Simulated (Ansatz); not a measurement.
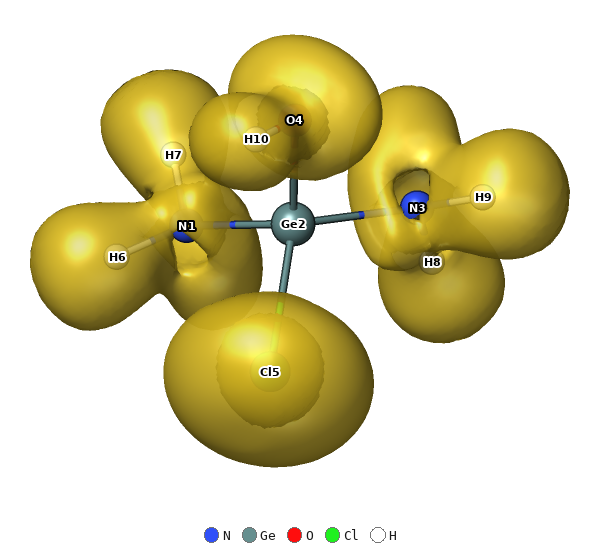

Figure 1: ClGeH₅N₂O. Isosurface of the ELF at 0.75 (yellow), seen from one side. Only the valence region is drawn (cores and ρ < 0.01 e/Å³ removed).

These are results of Ansatz, RKS B3LYP/def2-SVP, not measurements.

```yaml
atoms:
  - { symbol: N, position_ang: [-1.5386, -0.2234, -0.6170] }
  - { symbol: Ge, position_ang: [0.1917, -0.0138, -0.0938] }
  - { symbol: N, position_ang: [0.5831, -1.3281, 1.0821] }
  - { symbol: O, position_ang: [1.4719, -0.1481, -1.3220] }
  - { symbol: Cl, position_ang: [0.2806, 2.0586, 0.6326] }
  - { symbol: H, position_ang: [-1.9611, 0.5985, -1.0427] }
  - { symbol: H, position_ang: [-1.7104, -1.0438, -1.1959] }
  - { symbol: H, position_ang: [-0.0367, -1.4024, 1.8850] }
  - { symbol: H, position_ang: [1.5563, -1.3858, 1.3720] }
  - { symbol: H, position_ang: [1.6732, 0.7055, -1.7285] }
```

### Where are the electrons localised?

The ELF exceeds this value in one region wrapped around Cl (its valence shell), two joined regions spread over several atoms (H, N), in which their bonds and any lone pairs are merged and one joined region spread over several atoms (H, O), in which their bonds and any lone pairs are merged. Profiles from the grid: Ge–O (1.78 Å): the ELF peaks at about 0.85 in the valence shell of O, 0.6 Å from its nucleus, and is about 0.35 at the midpoint. Ge–N (1.81 Å): the ELF peaks at about 0.90 in the valence shell of N, 0.7 Å from its nucleus, and is about 0.50 at the midpoint.
